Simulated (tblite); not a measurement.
Geometry relaxation, with input and output: C5H7GeN (part 1 of 2)

System: C5H7GeN.
Method: GFN2-xTB geometry optimisation, gas phase (tblite 0.8.0).

It belongs to a series of runs on one base structure; here: H on C replaced by CN.

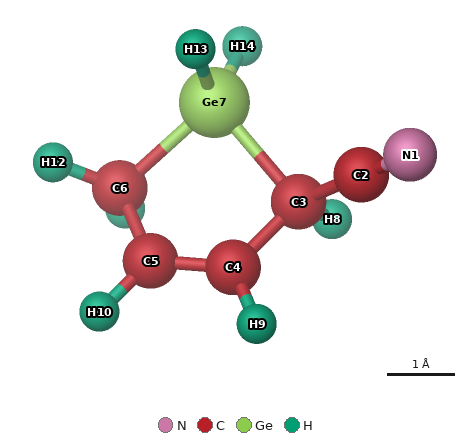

Fig. 1: The input geometry (ball-and-stick view, seen at a tilt; atoms are numbered from 1 in the order of the input). Sticks mark near contacts.

Results in brief

```csv
quantity,value
outcome,converged
total energy,−518.0414 eV
hardware,"1 CPU thread, shared host"
wall time,0.92 s
peak memory,0.18 GiB
```

Input file
```
{"job": {"kind": "relax", "xc": "GFN2-xTB", "basis": "xTB"}, "charge": 0, "multiplicity": 1}
N      3.096900     1.461700     0.332600
C      2.128400     1.002700    -0.101300
C      0.925500     0.386100    -0.619500
C      0.725900    -0.995800    -0.187000
C     -0.434400    -1.418300     0.175300
C     -1.608700    -0.528900     0.132200
Ge    -0.656900     1.174200     0.281300
H      0.808300     0.539100    -1.719600
H      1.632600    -1.688200    -0.153000
H     -0.592000    -2.489700     0.516300
H     -2.088900    -0.591200    -0.860400
H     -2.315700    -0.689500     0.968400
H     -0.328400     1.538800     1.749500
H     -1.293200     2.298600    -0.537000
```

The first line tells a small driver script what to run in tblite; the rest is the geometry in Å.

Launch command:
```bash
OMP_NUM_THREADS=1 python <driver script> task.json out
```

The program's output
```
step      E/eV     max force
  0    -517.59588    4.046
  1    -517.76190    3.379
  2    -517.80860    3.907
  3    -517.86029    2.405
  4    -517.90806    0.578
  5    -517.92232    0.305
  6    -517.94597    0.358
  7    -517.95221    0.282
  8    -517.96260    0.226
  9    -517.97058    0.285
 10    -517.97773    0.199
 11    -517.98130    0.140
 12    -517.98342    0.089
 13    -517.98507    0.091
 14    -517.98663    0.135
 15    -517.98787    0.100
 16    -517.98865    0.074
 17    -517.98927    0.072
 18    -517.99012    0.121
 19    -517.99133    0.149
 20    -517.99289    0.127
 21    -517.99448    0.088
 22    -517.99582    0.086
 23    -517.99700    0.121
 24    -517.99830    0.122
 25    -517.99977    0.117
 26    -518.00111    0.096
 27    -518.00208    0.069
 28    -518.00272    0.060
 29    -518.00330    0.064
 30    -518.00388    0.066
 31    -518.00435    0.054
 32    -518.00469    0.064
 33    -518.00501    0.061
 34    -518.00543    0.072
 35    -518.00602    0.076
 36    -518.00670    0.079
 37    -518.00741    0.085
 38    -518.00820    0.077
 39    -518.00927    0.100
 40    -518.01070    0.145
 41    -518.01224    0.147
 42    -518.01363    0.111
 43    -518.01488    0.096
 44    -518.01615    0.097
 45    -518.01755    0.119
 46    -518.01892    0.110
 47    -518.02014    0.129
 48    -518.02137    0.124
 49    -518.02282    0.133
 50    -518.02314    0.285
 51    -518.02529    0.115
 52    -518.02612    0.075
 53    -518.02767    0.160
 54    -518.02862    0.159
 55    -518.03039    0.171
 56    -518.03206    0.344
 57    -518.03271    0.115
 58    -518.03342    0.073
 59    -518.03423    0.148
 60    -518.03489    0.136
 61    -518.03580    0.083
 62    -518.03625    0.067
 63    -518.03661    0.065
 64    -518.03689    0.052
 65    -518.03721    0.049
 66    -518.03778    0.089
 67    -518.03825    0.109
 68    -518.03886    0.113
 69    -518.03933    0.092
 70    -518.03960    0.096
 71    -518.03979    0.036
 72    -518.04000    0.063
 73    -518.04025    0.058
 74    -518.04042    0.074
 75    -518.04061    0.037
 76    -518.04080    0.038
 77    -518.04092    0.063
 78    -518.04099    0.033
 79    -518.04104    0.033
 80    -518.04110    0.023
 81    -518.04114    0.020
 82    -518.04118    0.018
 83    -518.04121    0.013
 84    -518.04124    0.014
 85    -518.04127    0.014
 86    -518.04129    0.011
 87    -518.04131    0.012
 88    -518.04132    0.013
 89    -518.04134    0.013
 90    -518.04135    0.013
 91    -518.04136    0.010
 92    -518.04136    0.009
```

Trajectory as extended XYZ (Å, eV, eV/Å), 34 of the 93 frames kept, from step=0 to step=92
```
14
Properties=species:S:1:pos:R:3:forces:R:3 step=0 energy=-517.59588
N     3.0969    1.4617    0.3326   -1.2920  -0.5270  -0.5060
C     2.1284    1.0027   -0.1013    0.9330   0.0310  -0.0820
C     0.9255    0.3861   -0.6195    0.3760   1.6000  -0.2820
C     0.7259   -0.9958   -0.1870    3.6800  -1.6390  -0.3750
C    -0.4344   -1.4183    0.1753   -1.9890  -3.0390   1.1750
C    -1.6087   -0.5289    0.1322   -0.6430   0.4540   0.1870
Ge   -0.6569    1.1742    0.2813   -0.4630   1.2750   0.3450
H     0.8083    0.5391   -1.7196    0.4130  -0.1560   0.5770
H     1.6326   -1.6882   -0.1530   -1.1470   0.9350  -0.1300
H    -0.5920   -2.4897    0.5163    0.2230   1.2900  -0.4630
H    -2.0889   -0.5912   -0.8604   -0.1940  -0.1170   0.5510
H    -2.3157   -0.6895    0.9684    0.1560  -0.2250  -0.7170
H    -0.3284    1.5388    1.7495   -0.1670   0.0380  -0.5730
H    -1.2932    2.2986   -0.5370    0.1150   0.0800   0.2920
14
Properties=species:S:1:pos:R:3:forces:R:3 step=3 energy=-517.86029
N     3.0824    1.4569    0.3286    0.2570   0.1430   0.1220
C     2.1371    0.9951   -0.1169   -0.2910  -0.3500  -0.4030
C     0.9292    0.4129   -0.6167   -0.2000  -0.1740   0.3400
C     0.7436   -1.0352   -0.1824    2.2280   0.6380  -0.6420
C    -0.4255   -1.4530    0.1798   -2.0430  -0.9260   0.6280
C    -1.6124   -0.5205    0.1375    0.4290   0.0300   0.0330
Ge   -0.6698    1.2079    0.2905   -0.1410   0.2250  -0.0150
H     0.8235    0.5354   -1.7045    0.2680  -0.0770   0.1910
H     1.6234   -1.6771   -0.1572   -0.1660   0.1740  -0.0980
H    -0.5913   -2.4772    0.5107    0.0210   0.1920  -0.1210
H    -2.0982   -0.5949   -0.8424   -0.1580  -0.0790   0.2930
H    -2.3174   -0.6983    0.9480   -0.0780  -0.2280  -0.2370
H    -0.3347    1.5422    1.7300   -0.1140   0.1620  -0.2440
H    -1.2905    2.3053   -0.5270   -0.0100   0.2710   0.1530
14
Properties=species:S:1:pos:R:3:forces:R:3 step=6 energy=-517.94597
N     3.0777    1.4556    0.3250   -0.1270  -0.1090  -0.1890
C     2.1421    0.9804   -0.1382    0.2310   0.1020   0.2540
C     0.9188    0.4092   -0.5959    0.0210  -0.0700  -0.0310
C     0.7641   -1.0364   -0.1867   -0.1390   0.0290   0.0760
C    -0.4347   -1.4680    0.1813    0.0860   0.1080  -0.0310
C    -1.5935   -0.5171    0.1441   -0.0850  -0.0700   0.0120
Ge   -0.6826    1.2287    0.2893    0.0050  -0.1520  -0.1630
H     0.8486    0.5285   -1.6843    0.0480  -0.0620   0.0290
H     1.6308   -1.6735   -0.1673    0.1370  -0.0310  -0.0880
H    -0.5957   -2.4819    0.5064   -0.0450  -0.1080  -0.0410
H    -2.1137   -0.6008   -0.8145   -0.0210  -0.0090   0.0180
H    -2.3247   -0.7183    0.9233   -0.0070  -0.1200   0.0480
H    -0.3461    1.5597    1.7072   -0.0550   0.2250   0.0440
H    -1.2918    2.3334   -0.5119   -0.0480   0.2670   0.0610
14
Properties=species:S:1:pos:R:3:forces:R:3 step=8 energy=-517.96260
N     3.0796    1.4534    0.3156    0.2190   0.0440  -0.0340
C     2.1460    0.9726   -0.1378   -0.1080   0.0030   0.1790
C     0.9178    0.4050   -0.5867    0.1000  -0.0210  -0.0410
C     0.7655   -1.0392   -0.1825    0.1160  -0.0280   0.0180
C    -0.4312   -1.4710    0.1802   -0.1190  -0.0790   0.0570
C    -1.5913   -0.5203    0.1487   -0.1100  -0.1090  -0.0110
Ge   -0.6894    1.2309    0.2780   -0.0040  -0.0100  -0.0290
H     0.8654    0.5203   -1.6724   -0.0180  -0.0510  -0.1180
H     1.6421   -1.6722   -0.1790   -0.0350   0.0350  -0.0470
H    -0.6009   -2.4899    0.5003    0.0000   0.0270  -0.0830
H    -2.1234   -0.6047   -0.7994    0.0070  -0.0180  -0.1550
H    -2.3288   -0.7374    0.9145    0.0090  -0.0620   0.2060
H    -0.3565    1.5853    1.6973   -0.0600   0.1700  -0.0110
H    -1.2955    2.3667   -0.4990    0.0010   0.1010   0.0680
14
Properties=species:S:1:pos:R:3:forces:R:3 step=11 energy=-517.98130
N     3.0999    1.4520    0.2980    0.0710  -0.0090   0.0110
C     2.1468    0.9698   -0.1133   -0.0050   0.0290  -0.0220
C     0.9260    0.3981   -0.5819   -0.0220   0.0520   0.0370
C     0.7688   -1.0448   -0.1748   -0.0260   0.0160  -0.0450
C    -0.4325   -1.4771    0.1810   -0.0200  -0.0200  -0.0440
C    -1.6022   -0.5355    0.1524    0.0070   0.0100  -0.0080
Ge   -0.6976    1.2314    0.2638   -0.0530   0.0830   0.1000
H     0.8818    0.5053   -1.6719    0.0360  -0.0230  -0.0030
H     1.6511   -1.6694   -0.1959   -0.0900  -0.0280   0.0340
H    -0.6066   -2.4989    0.4848    0.0200  -0.0170  -0.0440
H    -2.1320   -0.6120   -0.8007    0.0210  -0.0600  -0.0360
H    -2.3303   -0.7640    0.9287    0.0670   0.0240   0.0700
H    -0.3752    1.6326    1.6846   -0.0590   0.0520  -0.1020
H    -1.2986    2.4119   -0.4770    0.0530  -0.1090   0.0520
14
Properties=species:S:1:pos:R:3:forces:R:3 step=14 energy=-517.98663
N     3.1104    1.4490    0.2940   -0.0470  -0.0470  -0.0200
C     2.1488    0.9742   -0.1084    0.0430   0.0140  -0.0230
C     0.9255    0.4031   -0.5775   -0.0130   0.0210   0.0190
C     0.7653   -1.0430   -0.1776   -0.0340   0.0320   0.0100
C    -0.4352   -1.4792    0.1758    0.0180   0.0340  -0.0310
C    -1.6047   -0.5377    0.1521    0.0160   0.0160   0.0040
Ge   -0.7041    1.2352    0.2689    0.0220  -0.1170  -0.0630
H     0.8888    0.5000   -1.6712    0.0190   0.0270   0.0730
H     1.6424   -1.6727   -0.1956   -0.0260  -0.0250   0.0080
H    -0.6054   -2.5029    0.4752    0.0050  -0.0100  -0.0510
H    -2.1309   -0.6207   -0.8047   -0.0080  -0.0260   0.0710
H    -2.3217   -0.7660    0.9407    0.0420   0.0290  -0.0230
H    -0.3859    1.6508    1.6737   -0.0210   0.0590   0.0630
H    -1.2939    2.4096   -0.4676   -0.0170  -0.0080  -0.0380
14
Properties=species:S:1:pos:R:3:forces:R:3 step=17 energy=-517.98927
N     3.1160    1.4438    0.2903    0.0400   0.0030   0.0040
C     2.1511    0.9753   -0.1095   -0.0120  -0.0220   0.0170
C     0.9248    0.4071   -0.5713    0.0320  -0.0300   0.0020
C     0.7631   -1.0399   -0.1781    0.0410  -0.0190   0.0220
C    -0.4361   -1.4793    0.1703   -0.0010  -0.0140   0.0120
C    -1.6036   -0.5385    0.1530    0.0010  -0.0170   0.0080
Ge   -0.7063    1.2301    0.2670    0.0210   0.0580   0.0220
H     0.8963    0.5000   -1.6631   -0.0210   0.0470  -0.0150
H     1.6348   -1.6765   -0.1957    0.0170   0.0000  -0.0100
H    -0.6044   -2.5060    0.4621   -0.0010   0.0050  -0.0540
H    -2.1335   -0.6292   -0.7985   -0.0530  -0.0020   0.0140
H    -2.3132   -0.7657    0.9454   -0.0160   0.0130   0.0290
H    -0.3964    1.6695    1.6714   -0.0260   0.0020   0.0120
H    -1.2932    2.4088   -0.4657   -0.0230  -0.0240  -0.0640
14
Properties=species:S:1:pos:R:3:forces:R:3 step=20 energy=-517.99289
N     3.1290    1.4347    0.2856    0.0430   0.0190   0.0180
C     2.1567    0.9739   -0.1050    0.0660  -0.0180   0.0380
C     0.9313    0.4067   -0.5632   -0.0140   0.0370   0.0120
C     0.7662   -1.0388   -0.1732   -0.0130  -0.0280  -0.0510
C    -0.4354   -1.4792    0.1640    0.0020  -0.0090  -0.0130
C    -1.6024   -0.5413    0.1563   -0.0240   0.0660   0.0250
Ge   -0.7028    1.2308    0.2672   -0.0640   0.0950   0.0540
H     0.8994    0.5136   -1.6539   -0.0230  -0.0080  -0.0170
H     1.6294   -1.6836   -0.1973    0.0900  -0.0080  -0.0120
H    -0.6033   -2.5104    0.4303   -0.0230  -0.0680   0.0080
H    -2.1497   -0.6407   -0.7847   -0.0200   0.0320   0.0080
H    -2.3035   -0.7593    0.9593    0.0000  -0.0180   0.0420
H    -0.4166    1.6947    1.6759   -0.0290  -0.0410  -0.0750
H    -1.2990    2.3985   -0.4834    0.0080  -0.0520  -0.0400
14
Properties=species:S:1:pos:R:3:forces:R:3 step=22 energy=-517.99582
N     3.1439    1.4279    0.2829    0.0070   0.0010   0.0160
C     2.1661    0.9707   -0.0988    0.0600  -0.0070   0.0280
C     0.9363    0.4090   -0.5546   -0.0170   0.0430   0.0290
C     0.7690   -1.0402   -0.1727   -0.0380  -0.0020  -0.0730
C    -0.4351   -1.4806    0.1576   -0.0080   0.0010  -0.0290
C    -1.6026   -0.5395    0.1614   -0.0050   0.0300   0.0300
Ge   -0.7041    1.2379    0.2707   -0.0520  -0.0560  -0.0400
H     0.9006    0.5255   -1.6463   -0.0140  -0.0370   0.0400
H     1.6307   -1.6897   -0.1998    0.0460   0.0410  -0.0220
H    -0.6041   -2.5184    0.4019   -0.0340  -0.0170   0.0300
H    -2.1659   -0.6483   -0.7709    0.0270   0.0710   0.0380
H    -2.2948   -0.7548    0.9746    0.0330  -0.0250   0.0260
H    -0.4368    1.7143    1.6749   -0.0150  -0.0240  -0.0350
H    -1.3038    2.3857   -0.5029    0.0080  -0.0190  -0.0380
14
Properties=species:S:1:pos:R:3:forces:R:3 step=25 energy=-517.99977
N     3.1634    1.4212    0.2833   -0.0170  -0.0330   0.0100
C     2.1814    0.9646   -0.0887   -0.0670   0.0060   0.0000
C     0.9407    0.4156   -0.5401    0.0210  -0.0460   0.0130
C     0.7688   -1.0424   -0.1820    0.0110   0.0270   0.0260
C    -0.4362   -1.4837    0.1466   -0.0010  -0.0120  -0.0170
C    -1.6023   -0.5359    0.1718    0.0320  -0.0890   0.0070
Ge   -0.7122    1.2399    0.2688    0.0490  -0.0510  -0.0450
H     0.9003    0.5335   -1.6319    0.0190   0.0010   0.0370
H     1.6380   -1.6877   -0.2076   -0.0720   0.0790  -0.0480
H    -0.6105   -2.5274    0.3752   -0.0140   0.0840   0.0110
H    -2.1810   -0.6445   -0.7499    0.0070   0.0610   0.0120
H    -2.2810   -0.7549    0.9956    0.0380  -0.0230   0.0250
H    -0.4619    1.7319    1.6674   -0.0100   0.0030   0.0030
H    -1.3081    2.3694   -0.5307    0.0020  -0.0050  -0.0330
14
Properties=species:S:1:pos:R:3:forces:R:3 step=28 energy=-518.00272
N     3.1785    1.4097    0.2839   -0.0290  -0.0300   0.0170
C     2.1890    0.9612   -0.0781   -0.0330   0.0070   0.0150
C     0.9460    0.4175   -0.5262   -0.0270   0.0080  -0.0210
C     0.7682   -1.0405   -0.1859    0.0020   0.0060   0.0470
C    -0.4366   -1.4863    0.1340    0.0020   0.0100   0.0070
C    -1.5996   -0.5407    0.1815   -0.0070   0.0310  -0.0050
Ge   -0.7139    1.2369    0.2635    0.0110   0.0500   0.0320
H     0.9034    0.5416   -1.6155    0.0370   0.0140  -0.0350
H     1.6369   -1.6801   -0.2202    0.0100  -0.0240  -0.0470
H    -0.6171   -2.5287    0.3507    0.0100  -0.0140   0.0180
H    -2.1947   -0.6364   -0.7298   -0.0210   0.0050  -0.0050
H    -2.2626   -0.7576    1.0187    0.0280  -0.0380   0.0080
H    -0.4870    1.7506    1.6607   -0.0040   0.0040  -0.0240
H    -1.3113    2.3524   -0.5594    0.0200  -0.0310  -0.0070
14
Properties=species:S:1:pos:R:3:forces:R:3 step=31 energy=-518.00435
N     3.1834    1.3980    0.2873   -0.0120  -0.0050   0.0370
C     2.1878    0.9601   -0.0700    0.0080  -0.0020   0.0150
C     0.9453    0.4200   -0.5207   -0.0140   0.0250  -0.0190
C     0.7689   -1.0384   -0.1823   -0.0020  -0.0090  -0.0530
C    -0.4371   -1.4866    0.1277   -0.0010   0.0150   0.0170
C    -1.5985   -0.5398    0.1868   -0.0060   0.0330   0.0100
Ge   -0.7136    1.2402    0.2636   -0.0360  -0.0290  -0.0140
H     0.9117    0.5483   -1.6104    0.0120  -0.0060  -0.0230
H     1.6359   -1.6788   -0.2349    0.0160  -0.0270  -0.0120
H    -0.6191   -2.5302    0.3380    0.0130  -0.0100   0.0130
H    -2.2059   -0.6314   -0.7177   -0.0030  -0.0120   0.0230
H    -2.2468   -0.7649    1.0335    0.0020  -0.0070  -0.0090
H    -0.5026    1.7645    1.6543    0.0170   0.0290   0.0280
H    -1.3101    2.3385   -0.5774    0.0050   0.0050  -0.0150
14
Properties=species:S:1:pos:R:3:forces:R:3 step=33 energy=-518.00501
N     3.1832    1.3936    0.2924   -0.0020   0.0010   0.0450
C     2.1865    0.9594   -0.0661   -0.0140  -0.0070   0.0020
C     0.9436    0.4223   -0.5208    0.0210  -0.0170  -0.0150
C     0.7691   -1.0383   -0.1846    0.0030  -0.0020  -0.0610
C    -0.4370   -1.4858    0.1270    0.0120  -0.0030   0.0040
C    -1.5983   -0.5371    0.1894    0.0090  -0.0440   0.0130
Ge   -0.7158    1.2405    0.2632   -0.0040  -0.0060  -0.0020
H     0.9156    0.5501   -1.6112    0.0020   0.0010  -0.0060
H     1.6371   -1.6794   -0.2420   -0.0280   0.0060  -0.0030
H    -0.6191   -2.5308    0.3368    0.0130   0.0310   0.0040
H    -2.2098   -0.6288   -0.7121   -0.0010  -0.0170   0.0170
H    -2.2412   -0.7690    1.0378   -0.0200   0.0140   0.0080
H    -0.5058    1.7694    1.6532    0.0160   0.0260   0.0120
H    -1.3087    2.3333   -0.5852   -0.0060   0.0180  -0.0150
14
Properties=species:S:1:pos:R:3:forces:R:3 step=36 energy=-518.00670
N     3.1796    1.3817    0.3141   -0.0180   0.0060   0.0450
C     2.1826    0.9572   -0.0553    0.0000  -0.0220  -0.0130
C     0.9426    0.4253   -0.5251    0.0250  -0.0250  -0.0060
C     0.7686   -1.0381   -0.2011   -0.0120   0.0080   0.0170
C    -0.4343   -1.4832    0.1254    0.0020  -0.0210  -0.0370
C    -1.5970   -0.5380    0.1984   -0.0010  -0.0450   0.0150
Ge   -0.7207    1.2408    0.2625    0.0600   0.0500   0.0100
H     0.9260    0.5557   -1.6155   -0.0140   0.0340   0.0050
H     1.6349   -1.6817   -0.2609   -0.0290   0.0220  -0.0200
H    -0.6154   -2.5277    0.3346    0.0110  -0.0020   0.0050
H    -2.2195   -0.6279   -0.6954    0.0120  -0.0320  -0.0050
H    -2.2313   -0.7759    1.0506   -0.0290   0.0260   0.0410
H    -0.5103    1.7875    1.6522    0.0050  -0.0040  -0.0750
H    -1.3066    2.3239   -0.6067   -0.0130   0.0060   0.0180
14
Properties=species:S:1:pos:R:3:forces:R:3 step=39 energy=-518.00927
N     3.1733    1.3624    0.3539   -0.0230   0.0130   0.0350
C     2.1802    0.9500   -0.0392    0.0390  -0.0270   0.0100
C     0.9453    0.4276   -0.5304   -0.0200   0.0340   0.0010
C     0.7659   -1.0361   -0.2232   -0.0160  -0.0110   0.0500
C    -0.4317   -1.4833    0.1157   -0.0430  -0.0020   0.0210
C    -1.5955   -0.5446    0.2157   -0.0150   0.0960   0.0030
Ge   -0.7198    1.2460    0.2599   -0.0050  -0.0590  -0.0800
H     0.9410    0.5715   -1.6186   -0.0270   0.0430  -0.0030
H     1.6260   -1.6834   -0.2943    0.0420  -0.0100  -0.0400
H    -0.6075   -2.5265    0.3256    0.0040  -0.0750  -0.0030
H    -2.2339   -0.6353   -0.6675    0.0190  -0.0180   0.0100
H    -2.2173   -0.7814    1.0797    0.0350   0.0300   0.0000
H    -0.5205    1.8226    1.6373    0.0220  -0.0030  -0.0530
H    -1.3061    2.3099   -0.6366   -0.0110  -0.0090   0.0460
14
Properties=species:S:1:pos:R:3:forces:R:3 step=42 energy=-518.01363
N     3.1555    1.3331    0.4325   -0.0270  -0.0170  -0.0090
C     2.1792    0.9318   -0.0114   -0.0110   0.0210   0.0530
C     0.9482    0.4338   -0.5400    0.0010  -0.0170   0.0100
C     0.7587   -1.0348   -0.2539    0.0170  -0.0160  -0.0190
C    -0.4327   -1.4854    0.1037    0.0340   0.0120   0.1050
C    -1.5931   -0.5444    0.2458    0.0370   0.0000  -0.0410
Ge   -0.7172    1.2483    0.2430   -0.0720  -0.0520  -0.0390
H     0.9599    0.6063   -1.6242   -0.0060  -0.0070   0.0150
H     1.6163   -1.6829   -0.3601   -0.0010  -0.0080  -0.0180
H    -0.5946   -2.5331    0.3146   -0.0320   0.0100  -0.0420
H    -2.2538   -0.6472   -0.6187   -0.0220   0.0110   0.0100
H    -2.1889   -0.7839    1.1290    0.0800   0.0690  -0.0320
H    -0.5304    1.8743    1.5977    0.0380  -0.0100  -0.0150
H    -1.3078    2.2838   -0.6802   -0.0350   0.0020   0.0220
14
Properties=species:S:1:pos:R:3:forces:R:3 step=45 energy=-518.01755
N     3.1401    1.3046    0.4978   -0.0200  -0.0190  -0.0180
C     2.1740    0.9185    0.0195   -0.0580   0.0240   0.0350
C     0.9502    0.4381   -0.5439   -0.0010  -0.0180   0.0120
C     0.7553   -1.0353   -0.2809    0.0240   0.0090  -0.0180
C    -0.4276   -1.4852    0.1056    0.0470  -0.0060  -0.0580
C    -1.5851   -0.5434    0.2658    0.0140  -0.0740  -0.0070
Ge   -0.7241    1.2447    0.2245    0.0300   0.1010   0.0560
H     0.9754    0.6363   -1.6235    0.0360  -0.0500   0.0240
H     1.6083   -1.6838   -0.4191   -0.0120  -0.0120   0.0080
H    -0.5901   -2.5378    0.2952   -0.0350   0.0440  -0.0120
H    -2.2761   -0.6544   -0.5735    0.0010  -0.0280  -0.0020
H    -2.1488   -0.7740    1.1692    0.0120   0.0540   0.0330
H    -0.5363    1.9152    1.5607    0.0210  -0.0440  -0.0420
H    -1.3159    2.2562   -0.7195   -0.0610   0.0200  -0.0100
```
